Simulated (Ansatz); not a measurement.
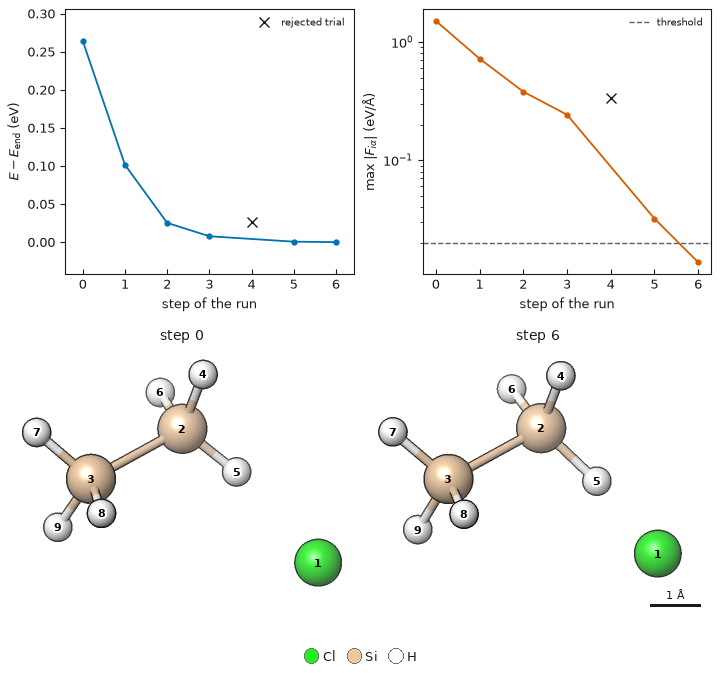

First and last geometry of a relaxation of Si2H6Cl (charge −1), with the history of the run. Style: ball-and-stick. Shown at a tilt.

The run prepares the start of a later molecular dynamics calculation, from a guessed geometry.

Method: Ansatz 0.2.0, RKS PBE0/def2-SVP.

Input file:
```yaml
crystal:
  periodic: [false, false, false]
  atoms:
    - { symbol: Cl, position_ang: [-0.0053, -0.0088, -3.8704] }
    - { symbol: Si, position_ang: [-0.6944, 0.7335, -0.1483] }
    - { symbol: Si, position_ang: [0.6805, -0.7217, 0.9826] }
    - { symbol: H, position_ang: [-0.224, 2.1095, 0.1134] }
    - { symbol: H, position_ang: [-0.8547, 0.4808, -1.5562] }
    - { symbol: H, position_ang: [-2.015, 0.7185, 0.5233] }
    - { symbol: H, position_ang: [0.8127, -0.4185, 2.4243] }
    - { symbol: H, position_ang: [2.0746, -0.7744, 0.5331] }
    - { symbol: H, position_ang: [0.2258, -2.1189, 0.9983] }
total_charge: -1
basis:
  gaussian: { orbitals: def2-SVP }
hamiltonian:
  xc: pbe0
relax:
  f_tol: 0.02
  max_steps: 40
scf:
  lower_state_search: "off"
output:
  orbitals: {}
```

Launched with:
```bash
ansatz run input.yaml --threads 2 --pin off --max-ram 3072MiB --backend cpu --events-out ev --progress --plain --runs-dir out
```

> What do the curves and the structures tell?

It converged. The energy falls by 0.264 eV in 5 accepted moves (6 points after the start). The largest force component goes from 1.5 to 0.014 eV/Å. The line search rejected the trial step at point 4 of the run. Cl1 moves most after the best rigid fit: 0.38 Å. By element the largest moves are Cl 0.38 Å, H 0.21 Å, Si 0.09 Å. Among the contacts that change: Cl1–H5 2.513 → 1.984 Å, Si2–H5 1.439 → 1.573 Å, Si2–Si3 2.299 → 2.347 Å, Si3–H8 1.466 → 1.500 Å. Among the angles between lasting bonds that change: H5–Si2–H6 110.0° → 121.6°, Si3–Si2–H5 115.9° → 109.6°, Si3–Si2–H6 107.7° → 103.2°. The run took 13 s on 2 threads of Arm Neoverse N1 (shared host), peak memory 0.14 GiB.

| step | E − E(0), eV | largest force component, eV/Å | note |
| --- | --- | --- | --- |
| 0 | 0.0000 | 1.5102 |  |
| 1 | -0.1626 | 0.7234 |  |
| 2 | -0.2388 | 0.3800 |  |
| 3 | -0.2565 | 0.2424 |  |
| 4 | -0.2380 | 0.3372 | rejected |
| 5 | -0.2636 | 0.0320 |  |
| 6 | -0.2642 | 0.0137 |  |

Limits of the set-up: the start holds two separate molecules, 2.5 Å apart at their closest, whose relative position is a soft coordinate and is computed without a dispersion correction; the basis has no diffuse functions, which an anion needs.
